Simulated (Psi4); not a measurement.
Two rigid molecules brought together: H2 ··· CH3Cl (SMILES [H][H] and CCl). Monomers: optimised at B3LYP-D3(BJ) (def2-TZVP), held rigid. Orientation: lowest of the rigid-body minima from ten starts at GFN2-xTB. Only R, the distance of the centres of mass, is varied, so the lowest point isn't the relaxed dimer.

Level of theory: Psi4 with SAPT0/jun-cc-pVDZ, frozen core.

Components in kJ/mol:

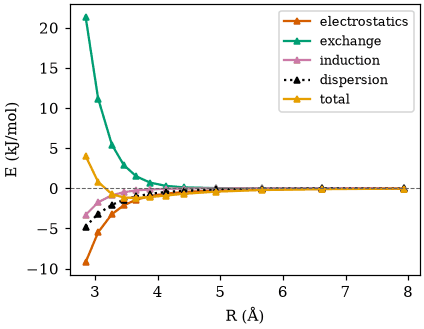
Figure: Components of the interaction energy.

```
R / Å  electrostatics  exchange  induction  dispersion  total
-----  --------------  --------  ---------  ----------  -----
2.85            -9.23     21.36      -3.32       -4.77   4.04
3.05            -5.48     11.18      -1.74       -3.17   0.79
3.27            -3.22      5.43      -0.87       -2.06  -0.72
3.46            -2.12      2.89      -0.48       -1.44  -1.15
3.66            -1.43      1.48      -0.27       -1.00  -1.21
3.88            -0.97      0.71      -0.14       -0.69  -1.09
4.13            -0.67      0.30      -0.07       -0.46  -0.90
4.42            -0.47      0.11      -0.04       -0.30  -0.69
4.93            -0.28      0.02      -0.01       -0.15  -0.42
5.66            -0.15      0.00       0.00       -0.06  -0.22
6.63            -0.08      0.00       0.00       -0.02  -0.10
7.94            -0.04      0.00       0.00       -0.01  -0.04
```
